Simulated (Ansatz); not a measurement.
# Tc of Cu (Fm-3m) from its phonons, part 2 of 2

Aim: the phonon-mediated transition temperature of Cu (Fm-3m) at ambient pressure, over a range of μ*. The cell shown first is a relaxed one, from steps not shown here.

Ansatz 0.2.0; DFT PBE, scalar-relativistic, plane waves, PAW; PAW set soft_1.

So far, log mean phonon energy ħω_log (meV): step 2 (coupling and resistivity: q 6×6×6, k 18×18×18, scattering …) 17.9; step 3 (k-mesh 24×24×24, scattering mesh 36×36×36) 17.9.

## Step 4: Electron–phonon run: q 9×9×9, k 27×27×27, scattering 48×48×48

The next rung changes the q mesh, which sets the reach of the force constants and couplings; the k mesh of the density and its response; the scattering mesh, which samples the Fermi surface.

input.yaml reads:

```yaml
crystal:
  lattice:
    - [0.0, 1.8145812382, 1.8145812382]
    - [1.8145812382, 0.0, 1.8145812382]
    - [1.8145812382, 1.8145812382, 0.0]
  atoms:
    - { symbol: Cu, position: [0.0, 0.0, 0.0] }
kpoints:
  mp_grid: { grid: [27, 27, 27] }
hamiltonian:
  xc: pbe
  pseudopotentials: { kind: paw, azcp: { folder: soft_1 } }
scf:
  occupations: { method: methfessel_paxton, width: 0.2 }
output:
  eigenvalues: true
phonons:
  method: dfpt
  qmesh: [9, 9, 9]
  temperatures: { t_max: 1000, t_step: 50 }
  qpath:
    path:
      - [[0.0, 0.0, 0.0], [0.5, 0.0, 0.5], [0.625, 0.25, 0.625]]
      - [[0.375, 0.375, 0.75], [0.0, 0.0, 0.0], [0.5, 0.5, 0.5], [0.5, 0.25, 0.75], [0.5, 0.0, 0.5]]
    npoints: 6
  electrical_resistivity:
    mesh: [48, 48, 48]
    temperatures: [20.0, 50.0, 80.0, 100.0, 150.0, 200.0, 273.0, 300.0, 400.0, 500.0, 600.0, 800.0]
  superconductivity: { mesh: [48, 48, 48] }
```

Launch:

```console
$ ansatz run input.yaml --threads 16 --pin off --max-ram 92160MiB --backend cuda --events-out ev --progress --plain --runs-dir out --max-vram 78GiB
```

Numbers of over 12 decimals in the logs are rounded to 6 here.

Log:

```text
[...]
Crystal: 1 atoms, lattice volume = 11.950 Å³
Basis set: ecut = 420 eV, 259 PW (Γ), exchange–correlation on 36×36×36 points (8 copies of the dense FFT grid, shifted against one another)
Bands: 14, of which v1, the nominal top of the filled ones, is band 10 counted from 1 (9 counted from 0)
Symmetry: 48 space group operations
k-points: 560 of 19683
[...]
SCF iter   1: F=—  HF=-6626.091067 eV  |F-HF|=—  |Δ(HF+E_count)|=         —  Δρ=2.66e-1  dr2=5.07e0  ethr=3.10e-3  ⟨swp⟩=4.2  Hψ=35624  notcnv=0
[...]
SCF iter   2: F=—  HF=-6625.197295 eV  |F-HF|=—  |Δ(HF+E_count)|=   8.94e-1  S|Δr|=    0.00e0  Δρ=3.51e-2  dr2=1.13e-1  ethr=3.10e-3  ⟨swp⟩=2.8  Hψ=19383  notcnv=0  defer=16
[...]
SCF iter   8: F=-6625.182993 eV  HF=-6625.182993 eV  |F-HF|=1.82e-12  |Δ(HF+E_count)|=  2.64e-11  S|Δr|=    0.00e0  Δρ=4.61e-8  dr2=1.96e-13  ethr=1.00e-12  ⟨swp⟩=5.1  Hψ=30283  notcnv=0
SCF 1 converged in 8 iterations: F = -6625.182993 eV  dr2 = 1.96e-13
[...]
SCF 2 converged in 8 iterations: F = -6625.182993 eV  dr2 = 2.09e-13
[...]
SCF converged after 8 iterations
[...]
not converged in the mesh (λ_tr; the resistivity at 20 K by 3.62 %): between neighbouring meshes, the two finest first, λ moves by 0.11 % and 1.55 %, λ_tr by 1.90 % and 3.50 % and the resistivity by up to 3.62 % and 2.06 %; an estimate, no bound, puts it up to 8.7e-7 % above the Boltzmann equation's exact value after up to 7 iterations (at most 30 are made, fewer where the estimate is under 1.0e-6 % of each spin channel's own resistivity)
  vibrations of 729 cells: unjudged by the run; compare a larger repeat
[...]
--- Superconductivity: potentials and phonons of a 9×9×9 supercell ---
           mesh         λ    ħω_log (meV)  μ* declared at (meV)
       48×48×48    0.1261          17.989               19.936
       24×24×24    0.1259          17.979               19.912
       12×12×12    0.1240          17.948               19.836
  λ by the species' shares of the modes' patterns: Cu 0.1261
[...]
0.08      0.000         0.000    none_found    none_found    none_found    none_found     none_found
      0.10      0.000         0.000    none_found    none_found    none_found    none_found     none_found
      0.12          -             -    none_found    none_found    none_found    none_found     none_found
      0.13          -             -    none_found    none_found    none_found    none_found     none_found
      0.14          -             -    none_found    none_found    none_found    none_found     none_found
      0.16          -             -    none_found    none_found    none_found    none_found     none_found
      0.20          -             -    none_found    none_found    none_found    none_found     none_found
  none_found: no transition down to 0.1 K
[...]
vibrations of 729 cells: unjudged by the run; compare a larger repeat
[...]
```

Wall time 5.2 min (1 × NVIDIA GB200 with 16 threads of Arm Neoverse V2, shared host); peak memory 11 GiB.

Numbers from this step:

| Property | Result |
| --- | --- |
| zero-point energy | 0.03010 eV/cell |
| highest frequency, solved or plainly interpolated | 243 cm⁻¹ |
| resistivity at 300 K | 1.806 μΩ cm |
| coupling constant λ | 0.1261 |
| density of states at the Fermi level | 0.1535 states/eV a spin and cell |
| log mean phonon energy ħω_log | 17.99 meV |
| transport coupling constant λ_tr | 0.1278, 0.1278, 0.1278 (xx, yy, zz) |
| Drude plasma energy | 8.89, 8.89, 8.89 eV (xx, yy, zz) |
| resistivity times mean free path | 6.751, 6.751, 6.751 × 10⁻¹⁶ Ω m² (xx, yy, zz) |
| second-moment phonon energy ħω₂ | 19.94 meV |
| coupling λ by branch | 0.0451, 0.0479, 0.0331 (branches by rank of frequency) |

An empty cell: under 1 mK by a formula, or no transition down to the floor of the Eliashberg search. Transition temperatures:

```tsv
μ*	McMillan Tc (K)	Allen–Dynes Tc (K)
0.08	-	-
0.1	-	-
0.12	-	-
0.13	-	-
0.14	-	-
0.16	-	-
0.2	-	-
```

The Eliashberg function α²F has structure finer than the step of the table below, so its rows give means over 2 meV, whole bins alone (the curve runs from 0.118 to 30.0 meV). Peaks (meV: height): α²F 20.1: 0.110, 26.7: 0.115; α²F tr 20.1: 0.117, 27.6: 0.0897.

Table of Eliashberg function α²F by phonon energy; means over each step:

```tsv
phonon energy (meV)	α²F	α²F tr
2	2.9e-4	9.0e-6
4	0.00111	2.0e-4
6	0.00258	8.9e-4
8	0.00529	0.00300
10	0.0104	0.00934
12	0.0205	0.0240
14	0.0461	0.0631
16	0.0621	0.0855
18	0.0772	0.0941
20	0.0929	0.101
22	0.0627	0.0488
24	0.0525	0.0340
26	0.0711	0.0484
28	0.0848	0.0686
```

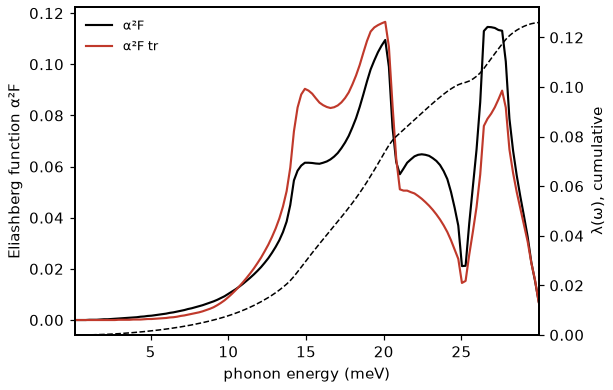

Eliashberg function α²F against phonon energy. The dashed line is the running λ.

## Step 5: Outcome

* meshes: q 9×9×9, k 27×27×27, scattering 48×48×48
* coupling constant λ: 0.126
* log mean phonon energy ħω_log: 18.0 meV

**Reading.** In the last run (PBE, q 9×9×9, k 27×27×27, scattering 48×48×48), with λ = 0.13 and ħω_log = 18.0 meV, Tc at μ* = 0.13 is under 1 mK by the formulas. Wikipedia's list of superconducting elements holds no transition of Cu at normal pressure, in line with the calculation. In that run Allen and Dynes's formula gives no transition above 0.05 K at μ* = 0.10 or more. The run's transport test calls it not converged in the mesh. Over the runs, λ takes the values 0.127, 0.128 and 0.126, in the order shown. μ* is a typed number, phonons are harmonic, and spin fluctuations are left out; with λ this near or under μ*(1 + 0.62 λ), the formulas give Tc only to its order of magnitude, or none.

[Logs are printed without paths, hosts, clocks, repeated set-up lines and the standing remarks that a program may print on its own settings, such as how far it seeks lower states.]

[Hosts, paths, dates, database ids (printed as entryN), source tags and the programs' standing remarks are cut or masked in the printed files.]
